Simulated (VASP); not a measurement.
**Ni: free energy against electron temperature**

How do entropy and free energy of the electrons in Ni grow with the Fermi-Dirac width, and how far does the Sommerfeld expansion hold?

Program: VASP 6.6.1. Level of theory: PBEsol, spin-polarised from a ferromagnetic start (one magnetic atom a cell); plane waves and PAW (Ni), in the first sound run; inputs show where later runs differ. Results are calculated unless marked as measured.

## 1. The starting structure

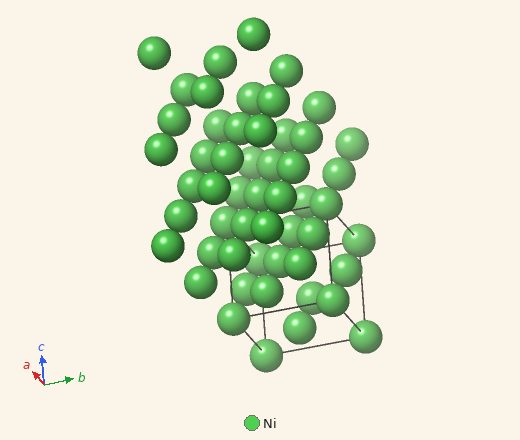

The starting structure, seen from a free direction (nickel green). 3×1×2 cells are drawn. This picture shows the conventional cell, with its axes. Some periodic images of atoms are drawn too.

Structure file:

```
Ni
1.0
     0.00000    1.76000    1.76000
     1.76000    0.00000    1.76000
     1.76000    1.76000    0.00000
Ni
1
Direct
  0.00000 0.00000 0.00000
```

## 2. Relax the crystal, PBEsol

The cell is relaxed and then held.

This step took 2 runs in a row; the last is shown.

Level: PBEsol, spin-polarised from a ferromagnetic start (one magnetic atom a cell); plane waves and PAW (Ni).

Contents of INCAR:

```
SYSTEM = Ni
PREC = Accurate
ENCUT = 450
EDIFF = 1E-07
NELM = 120
ISMEAR = 1
SIGMA = 0.15
LREAL = .FALSE.
ALGO = Normal
GGA = PS
NBANDS = 12
ISPIN = 2
MAGMOM = 1.5
LASPH = .TRUE.
LMAXMIX = 4
LORBIT = 11
LWAVE = .FALSE.
LCHARG = .FALSE.
KPAR = 8
IBRION = 2
NSW = 40
ISIF = 3
EDIFFG = -0.005
POTIM = 0.4
```

Contents of POSCAR:

```
Ni
1.0
    0.0000000000      1.7304310307      1.7304310307
    1.7304310307      0.0000000000      1.7304310307
    1.7304310307      1.7304310307      0.0000000000
Ni
1
Direct
    0.0000000000      0.0000000000      0.0000000000
```

Contents of KPOINTS:

```
Automatic mesh
0
Gamma
21 21 21
0 0 0
```

Potentials, in the order of the species: Ni (PBE family, release 64).

Command:

```
> mpirun -np 8 vasp_std
```

What it wrote:

```text
[banner, memory and clock lines left out]
running    8 mpi-ranks, on    1 nodes
[...]
|                                                                             |
|           W    W    AA    RRRRR   N    N  II  N    N   GGGG   !!!           |
|           W    W   A  A   R    R  NN   N  II  NN   N  G    G  !!!           |
|           W    W  A    A  R    R  N N  N  II  N N  N  G       !!!           |
|           W WW W  AAAAAA  RRRRR   N  N N  II  N  N N  G  GGG   !            |
|           WW  WW  A    A  R   R   N   NN  II  N   NN  G    G                |
|           W    W  A    A  R    R  N    N  II  N    N   GGGG   !!!           |
|                                                                             |
|     For optimal performance we recommend to set                             |
|       NCORE = 2 up to number-of-cores-per-socket                            |
|     NCORE specifies how many cores store one orbital (NPAR=cpu/NCORE).      |
|     This setting can greatly improve the performance of VASP for DFT.       |
[...]
|     You enforced a specific xc type in the INCAR file but a different       |
|     [... a line on the potential file left out ...]
|     I HOPE YOU KNOW WHAT YOU ARE DOING!                                     |
|                                                                             |

 LDA part: xc-table for (Slater+PW92), standard interpolation
 POSCAR, INCAR and KPOINTS ok, starting setup
[...]
entering main loop
       N       E                     dE             d eps       ncg     rms          rms(c)
DAV:   1     0.272457024842E+02    0.27246E+02   -0.41058E+03 14400   0.966E+02
DAV:   2    -0.634257476863E+01   -0.33588E+02   -0.31421E+02 14636   0.161E+02
DAV:   3    -0.727678025840E+01   -0.93421E+00   -0.92877E+00 15848   0.303E+01
DAV:   4    -0.728363196878E+01   -0.68517E-02   -0.68505E-02 15844   0.229E+00
[...]
DAV:  11    -0.613534764317E+01    0.21977E-05   -0.16103E-05 17572   0.338E-02    0.247E-02
DAV:  12    -0.613534907859E+01   -0.14354E-05   -0.31724E-06 20308   0.127E-02    0.873E-03
DAV:  13    -0.613534905290E+01    0.25693E-07   -0.35392E-07 13204   0.835E-03
   1 F= -.61353491E+01 E0= -.61351802E+01  d E =-.613535E+01  mag=     0.5886
[...]
reached required accuracy - stopping structural energy minimisation
```

Elapsed: 13 s, on 8 MPI ranks of Intel Xeon Platinum 8259CL at 2.50GHz (Skylake/Cascade Lake), shared host; peak memory 1.2 GiB.

The logs omit lines about the potential files and the build; timing stands in the text.

From OUTCAR (step 2):

```text
  Total       -0.0031659     -0.0031659     -0.0031659      0.0000000      0.0000000      0.0000000
  in kB       -0.4894619     -0.4894619     -0.4894619      0.0000000      0.0000000      0.0000000
  external PRESSURE =      -0.4894619 kB  Pullay stress =       0.0000000 kB

 POSITION                                       TOTAL-FORCE (eV/Angst)
 -----------------------------------------------------------------------------------
      0.00000      0.00000      0.00000         0.000000      0.000000      0.000000
 -----------------------------------------------------------------------------------
    total drift:                                0.000000     -0.000000     -0.000000

  FREE ENERGIE OF THE ION-ELECTRON SYSTEM (eV)
  ---------------------------------------------------
  free  energy   TOTEN  =        -6.1353490529 eV

  energy  without entropy=       -6.1348425978  energy(sigma->0) =       -6.13518023

 reached required accuracy - stopping structural energy minimisation

 magnetization (x)
# of ion       s       p       d       tot
------------------------------------------
    1       -0.007  -0.024   0.625   0.594

[... 3 further parts left out ...]
[key lines of the parts left out:]
E-fermi :   9.8952
```

Numbers from this step:

| Quantity | Value |
| --- | --- |
| energy(sigma→0) of the program | -6.1352 eV |
| stress, compression positive | xx, yy, zz -0.05, -0.05, -0.05 GPa |
| volume | 10.363 Å³ |
| ionic steps | 1 |

## 3. Tetrahedra, PBEsol

Tetrahedra give the density of states at the Fermi level without smearing.

Level: PBEsol, spin-polarised from a ferromagnetic start (one magnetic atom a cell); plane waves and PAW (Ni).

Contents of INCAR:

```
SYSTEM = Ni
PREC = Accurate
ENCUT = 450
EDIFF = 1E-08
NELM = 100
ISMEAR = -5
SIGMA = 0.15
LREAL = .FALSE.
ALGO = Normal
GGA = PS
NBANDS = 13
ISPIN = 2
MAGMOM = 1.5
LASPH = .TRUE.
LMAXMIX = 4
LORBIT = 11
LWAVE = .FALSE.
LCHARG = .FALSE.
KPAR = 2
ISIF = 2
NEDOS = 3001
```

POSCAR is that of step 2.

Contents of KPOINTS:

```
Automatic mesh
0
Gamma
38 38 38
0 0 0
```

Command:

```
> mpirun -np 2 vasp_std
```

What it wrote:

```text
[banner, memory and clock lines left out]
running    2 mpi-ranks, on    1 nodes
[...]
[... a notice as in an earlier step ...]

 LDA part: xc-table for (Slater+PW92), standard interpolation
 POSCAR, INCAR and KPOINTS ok, starting setup
[...]
entering main loop
       N       E                     dE             d eps       ncg     rms          rms(c)
DAV:   1     0.284676140154E+02    0.28468E+02   -0.39951E+03 79314   0.895E+02
DAV:   2    -0.621845912734E+01   -0.34686E+02   -0.32509E+02 82575   0.159E+02
DAV:   3    -0.727777469592E+01   -0.10593E+01   -0.10556E+01 87771   0.299E+01
DAV:   4    -0.728525122006E+01   -0.74765E-02   -0.74749E-02 87233   0.226E+00
[...]
DAV:  13    -0.613521544235E+01    0.33153E-06   -0.76421E-08 91768   0.331E-03    0.217E-03
DAV:  14    -0.613521540426E+01    0.38084E-07   -0.25653E-08 60174   0.167E-03    0.528E-04
DAV:  15    -0.613521539645E+01    0.78144E-08   -0.73750E-09 48360   0.696E-04
   1 F= -.61352154E+01 E0= -.61352154E+01  d E =0.000000E+00  mag=     0.6129
|                                                                             |
|           W    W    AA    RRRRR   N    N  II  N    N   GGGG   !!!           |
|           W    W   A  A   R    R  NN   N  II  NN   N  G    G  !!!           |
|           W    W  A    A  R    R  N N  N  II  N N  N  G       !!!           |
|           W WW W  AAAAAA  RRRRR   N  N N  II  N  N N  G  GGG   !            |
|           WW  WW  A    A  R   R   N   NN  II  N   NN  G    G                |
|           W    W  A    A  R    R  N    N  II  N    N   GGGG   !!!           |
|                                                                             |
|     Tetrahedron method does not include variations of the Fermi             |
|     occupations, so forces and stress will be inaccurate. We suggest        |
|     using a different smearing scheme ISMEAR = 1 or 2 for metals in         |
|     relaxations.                                                            |
|                                                                             |
```

It took 3.6 min on 2 MPI ranks; peak memory 0.73 GiB; 5.8 min of CPU time.

From OUTCAR (step 3):

```text
  Total        0.0023119      0.0023119      0.0023119      0.0000000      0.0000000     -0.0000000
  in kB        0.3574190      0.3574190      0.3574190      0.0000000      0.0000000     -0.0000000
  external PRESSURE =       0.3574190 kB  Pullay stress =       0.0000000 kB

 POSITION                                       TOTAL-FORCE (eV/Angst)
 -----------------------------------------------------------------------------------
      0.00000      0.00000      0.00000         0.000000      0.000000     -0.000000
 -----------------------------------------------------------------------------------
    total drift:                                0.000000     -0.000000     -0.000000

  FREE ENERGIE OF THE ION-ELECTRON SYSTEM (eV)
  ---------------------------------------------------
  free  energy   TOTEN  =        -6.1352153964 eV

  energy  without entropy=       -6.1352153964  energy(sigma->0) =       -6.13521540

 magnetization (x)
# of ion       s       p       d       tot
------------------------------------------
    1       -0.006  -0.024   0.649   0.618

[... 1 part as in an earlier step ...]

[... 2 further parts left out ...]
[key lines of the parts left out:]
E-fermi :   9.9000
```

This run gave:

```
energy(sigma→0) of the program : -6.1352 eV
```

The run ends at a pressure of 0.04 GPa.

## 4. Electron temperature, PBEsol

One member in full: SIGMA = 0.05 eV.

Level: PBEsol, spin-polarised from a ferromagnetic start (one magnetic atom a cell); plane waves and PAW (Ni).

INCAR, as its differences from that of step 3:

```diff
@@ -5,4 +5,4 @@
 NELM = 100
-ISMEAR = -5
-SIGMA = 0.15
+ISMEAR = -1
+SIGMA = 0.05
 LREAL = .FALSE.
@@ -20,2 +20 @@
 ISIF = 2
-NEDOS = 3001
```

POSCAR is that of step 3.

KPOINTS is that of step 3.

Command:

```
> mpirun -np 2 vasp_std
```

What it wrote:

```text
[... set-up lines as in an earlier step ...]
 entering main loop
       N       E                     dE             d eps       ncg     rms          rms(c)
DAV:   1     0.284605814071E+02    0.28461E+02   -0.39951E+03 79314   0.895E+02
DAV:   2    -0.622331881062E+01   -0.34684E+02   -0.32358E+02 82575   0.159E+02
DAV:   3    -0.728268542663E+01   -0.10594E+01   -0.10536E+01 87771   0.299E+01
DAV:   4    -0.729016018044E+01   -0.74748E-02   -0.74733E-02 87233   0.226E+00
[...]
DAV:  14    -0.614219749146E+01   -0.16429E-06   -0.42339E-08 75486   0.197E-03    0.490E-04
DAV:  15    -0.614219745145E+01    0.40018E-07   -0.72583E-09 46705   0.710E-04    0.453E-04
DAV:  16    -0.614219744875E+01    0.26973E-08   -0.53138E-10 42555   0.246E-04
   1 F= -.61421974E+01 E0= -.61351827E+01  d E =-.140295E-01  mag=     0.6088
```

Run time: 3.5 min. Hardware: 2 MPI ranks; peak memory 0.67 GiB.

From OUTCAR (step 4):

```text
  LATTYP: Found a face centered cubic cell.
 ALAT       =     3.4608620614

 Subroutine GETGRP returns: Found 48 space group operations
 (whereof 48 operations were pure point group operations)

The static configuration has the point symmetry O_h .

 Found   1440 irreducible k-points:

   dimension x,y,z NGX =    18 NGY =   18 NGZ =   18
   dimension x,y,z NGXF=    36 NGYF=   36 NGZF=   36

   ENCUT  =  450.0 eV  33.07 Ry    5.75 a.u.   4.23  4.23  4.23*2*pi/ulx,y,z

   NELECT =      10.0000    total number of electrons

 E-fermi :   9.8904

 spin component 1
 k-point     1 :       0.0000    0.0000    0.0000
  band No.  band energies     occupation
    ...
      2       7.3486      1.00000
      3       7.3486      1.00000
      4       7.3486      1.00000
      5       8.6009      1.00000
      6       8.6009      1.00000
      7      34.0030      0.00000
      8      38.2251      0.00000
      9      38.2251      0.00000
     10      38.2251      0.00000
     11      41.3141      0.00000
    ...

 k-point     2 :       0.0263    0.0000    0.0000
  band No.  band energies     occupation
    ...
      2       7.3406      1.00000
      3       7.3552      1.00000
      4       7.3552      1.00000
      5       8.5978      1.00000
      6       8.5978      1.00000
      7      33.9396      0.00000
      8      37.7049      0.00000
      9      38.1539      0.00000
     10      38.1539      0.00000
     11      41.4165      0.00000
    ...

 k-point     3 :       0.0526    0.0000    0.0000
  band No.  band energies     occupation
    ...
      2       7.3176      1.00000
      3       7.3748      1.00000
      4       7.3748      1.00000
      5       8.5893      1.00000
      6       8.5893      1.00000
      7      33.7002      0.00000
      8      36.7231      0.00000
      9      37.9667      0.00000
     10      37.9667      0.00000
     11      41.6945      0.00000
    ...

 k-point     4 :       0.0789    0.0000    0.0000
  band No.  band energies     occupation
    ...
      2       7.2809      1.00000
      3       7.4057      1.00000
      4       7.4057      1.00000
      5       8.5768      1.00000
      6       8.5768      1.00000
      7      33.1346      0.00000
      8      35.8770      0.00000
      9      37.7132      0.00000
     10      37.7132      0.00000
     11      42.0845      0.00000
    ...

  Total        0.0105910      0.0105910      0.0105910      0.0000000      0.0000000      0.0000000
  in kB        1.6374005      1.6374005      1.6374005      0.0000000      0.0000000      0.0000000
  external PRESSURE =       1.6374005 kB  Pullay stress =       0.0000000 kB

  FREE ENERGIE OF THE ION-ELECTRON SYSTEM (eV)
  ---------------------------------------------------
  free  energy   TOTEN  =        -6.1421974487 eV

  energy  without entropy=       -6.1281679352  energy(sigma->0) =       -6.13518269

 total charge
# of ion       s       p       d       tot
------------------------------------------
    1        0.522   0.548   8.335   9.404

 magnetization (x)
# of ion       s       p       d       tot
------------------------------------------
    1       -0.006  -0.024   0.644   0.614

[... 3 parts as in an earlier step ...]

[... 11 further parts left out ...]
```

Numbers from this step:

```
energy(sigma→0) of the program : -6.1352 eV
stress, compression positive   : xx, yy, zz 0.16, 0.16, 0.16 GPa
```

The run ends at a pressure of 0.16 GPa.

## 5. All members

The other members went through these steps as far as the tables show, on the same mesh; 7 runs are not shown. The session took 1.1 core hours (wall time by ranks) on a shared machine.

| width kT (eV) | temperature (K) | free energy less that of the narrowest width (meV/atom) | TS (meV/atom) | pressure (GPa) | shift of the Fermi level (eV) |
| --- | --- | --- | --- | --- | --- |
| 0.025 | 290 | 0.000 | 3.575 | 0.054 | 0.000 |
| 0.050 | 580 | -5.322 | 14.030 | 0.164 | -0.007 |
| 0.075 | 870 | -13.929 | 30.492 | 0.315 | -0.013 |
| 0.100 | 1160 | ? | ? | 0.490 | -0.019 |
| 0.150 | 1741 | -58.489 | 118.607 | 0.855 | -0.030 |
| 0.200 | 2321 | -105.248 | 216.951 | 1.191 | -0.041 |
| 0.300 | 3481 | -239.990 | 457.790 | 2.388 | 0.001 |

## 6. The Sommerfeld expansion

At low temperature TS = (π²/3) g (kT)², so TS, twice the difference of energy(sigma→0) and the free energy, over (π²/3)(kT)² is an effective density of states: 1.739, 1.706, 1.648, 1.602, 1.649, 1.546 states/eV/atom in the rows shown.

Fitting a parabola to the 6 known rows (σ: width in eV) gives g = 0.9363 σ² − 0.8910 σ + 1.742 in states/eV/atom; the residuals are 0.028 states/eV/atom r.m.s.

At σ = 0.1 this predicts 1.662 states/eV/atom.

## 7. Checking the prediction

The calculation gives 1.608 states/eV/atom, so the prediction is 0.054 states/eV/atom too high, within twice the residual of the fit.

The parabola in σ is an empirical guide, not the expansion itself. Tetrahedra give g = 1.643 states/eV/atom at the Fermi level, the limit that the series should reach at zero width.

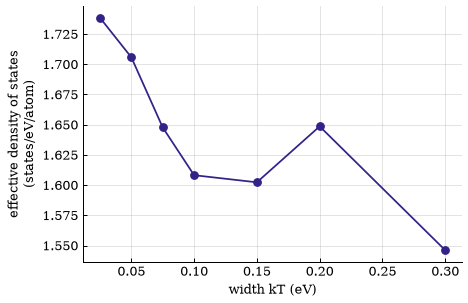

TS over (π²/3)(kT)² against the width.

## 8. Outcome

```json
{
 "density of states at the Fermi level, tetrahedra": "1.64 states/eV/atom",
 "Sommerfeld coefficient from it": "3.87 mJ per mole of atoms and K²",
 "pressure at the widest setting": "2.39 GPa",
 "error of the predicted g": "0.054 states/eV/atom"
}
```

**Reading.** Against the tetrahedron value, the effective density of states stands at +6 % at 0.025 eV, +4 % at 0.05 eV, -2 % at 0.1 eV, -6 % at 0.3 eV. The moment falls from 0.61 to 0.00 μB an atom over the series, so the change mixes the loss of order with the shape of the bands. The narrow rows do not close in on the tetrahedron value; no test of the mesh was run. The bare coefficient lacks the electron-phonon enhancement of measured heat capacities.

[Lines on the potential files, build, host, timing and source positions are cut from VASP's logs without a mark.]

[Logs are printed without paths, hosts, clocks, repeated set-up lines and the standing remarks that a program may print on its own settings, such as how far it seeks lower states.]

[Hosts, paths, dates, database ids (printed as entryN), source tags and the programs' standing remarks are cut or masked in the printed files.]
